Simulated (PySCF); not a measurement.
# CoNF₂: frequency calculation

CoNF₂, multiplicity 3, computed with UKS-based PBE0, Co def2-TZVP, N def2-TZVP, F def2-TZVP; non-relativistic Hamiltonian; density fitting (PySCF 2.14.0).

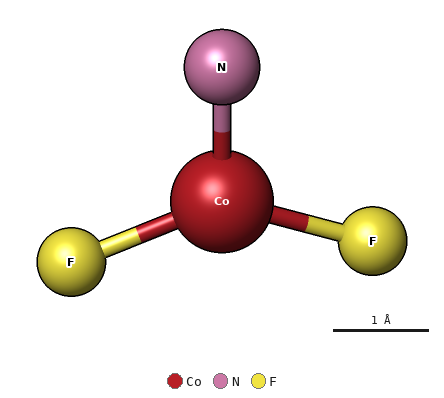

Figure 1. The input geometry (ball-and-stick view, seen at a tilt). Sticks mark near contacts. Bond lengths as drawn: Co–F 1.71 Å and Co–N 1.59 Å.

### Key numbers

```json
{"quantity": "outcome", "value": "converged"}
{"quantity": "total energy", "value": "−1636.756857 hartree"}
{"quantity": "⟨S²⟩", "value": "2.660"}
{"quantity": "zero-point energy", "value": "0.006207 hartree"}
{"quantity": "dipole moment", "value": "0.83 D"}
{"quantity": "wavenumbers, lowest and highest", "value": "169 and 770 cm⁻¹"}
{"quantity": "hardware", "value": "4 threads of Intel Xeon (Granite Rapids), 32 GiB of memory available, shared host"}
{"quantity": "wall time", "value": "58 s (CPU time 3.6 min)"}
{"quantity": "peak memory", "value": "1.5 GiB"}
```

### Remarks

Checks after the run noted: spin contamination. ⟨S²⟩ is 2.66 against 2.00 for a pure state: the solution is spin-contaminated.

### Input
```python
from pyscf import gto, scf, dft
mol = gto.M(atom='''
Co     0.002788    -0.000654     0.000000
N      1.550824    -0.363869     0.000000
F     -0.575759     0.135090    -1.603482
F     -0.575760     0.135090     1.603482''',
    basis={'Co': 'def2-TZVP', 'N': 'def2-TZVP', 'F': 'def2-TZVP'},
    charge=0, spin=2)
mf = dft.UKS(mol, xc='PBE0')
mf.grids.atom_grid = (75, 302)
aux = {'Co': 'def2-universal-JKFIT', 'N': 'def2-universal-JKFIT', 'F': 'def2-universal-JKFIT'}
mf = mf.density_fit(auxbasis=aux)
mf.conv_tol = 1e-09
mf.diis_space = 10
mf.max_cycle = 60
mf.verbose = 4
mf.kernel()
```

The script is an equivalent of the set-up of the self-consistent field. The run itself was carried out by a driver, which started from the orbitals of the step before it where there was one and computed the further properties.

Run as:
```bash
OMP_NUM_THREADS=4 python axn.py task.json out
```

### Output
```
init E= -1636.7568568927
  alpha nocc = 27  HOMO = -0.344875739673309  LUMO = -0.15545799351623
  beta  nocc = 25  HOMO = -0.366275512071463  LUMO = -0.163056903765432
  HOMO = -0.344875739673  LUMO = -0.163056903765  gap/eV = 4.94754
cycle= 1 E= -1636.75685689037  delta_E= 2.33e-09  |g|= 0.000101  |ddm|= 3.52e-05
  alpha nocc = 27  HOMO = -0.344871724964174  LUMO = -0.155501907394781
  beta  nocc = 25  HOMO = -0.366310272791446  LUMO = -0.163067128137504
  HOMO = -0.344871724964  LUMO = -0.163067128138  gap/eV = 4.94716
cycle= 2 E= -1636.75685681542  delta_E= 7.49e-08  |g|= 0.00057  |ddm|= 0.000195
  alpha nocc = 27  HOMO = -0.344874903412432  LUMO = -0.155464517902126
  beta  nocc = 25  HOMO = -0.366280667378134  LUMO = -0.16305831136544
  HOMO = -0.344874903412  LUMO = -0.163058311365  gap/eV = 4.94748
cycle= 3 E= -1636.75685689275  delta_E= -7.73e-08  |g|= 1.3e-05  |ddm|= 0.000166
  alpha nocc = 27  HOMO = -0.344874883718195  LUMO = -0.155464680407706
  beta  nocc = 25  HOMO = -0.366280798280619  LUMO = -0.163058360686239
  HOMO = -0.344874883718  LUMO = -0.163058360686  gap/eV = 4.94748
cycle= 4 E= -1636.75685689281  delta_E= -6.03e-11  |g|= 1.45e-06  |ddm|= 5.74e-06
  alpha nocc = 27  HOMO = -0.344874749018428  LUMO = -0.155465146893291
  beta  nocc = 25  HOMO = -0.366281164688438  LUMO = -0.163058447127983
  HOMO = -0.344874749018  LUMO = -0.163058447128  gap/eV = 4.94747
Extra cycle  E= -1636.75685689281  delta_E= -6.82e-13  |g|= 4.39e-06  |ddm|= 3.57e-06
converged SCF energy = -1636.75685689281  <S^2> = 2.6601892  2S+1 = 3.4118553
```

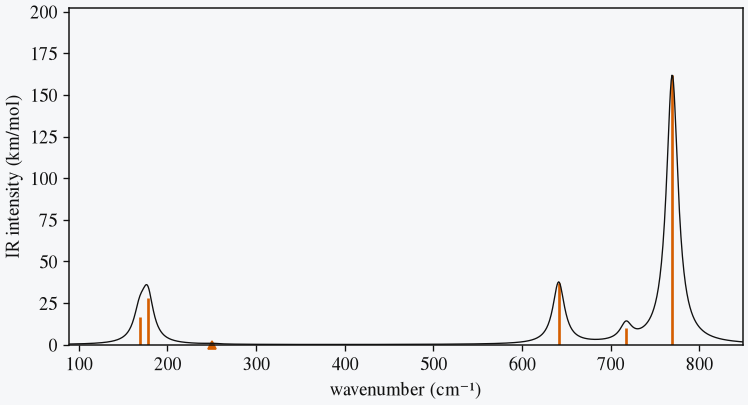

Figure 2. Harmonic infrared spectrum, unscaled: sticks (degenerate modes added up, dark ones marked on the axis) with a Lorentzian envelope of 16 cm⁻¹ full width, scaled to the tallest stick. 6 modes from 169 to 770 cm⁻¹, none imaginary. The strongest line is at 770 cm⁻¹ (162 km/mol). All modes, in cm⁻¹ (km/mol): 169 (16.4), 178 (28), 250 (0.4), 641 (37), 717 (10.2), 770 (162).
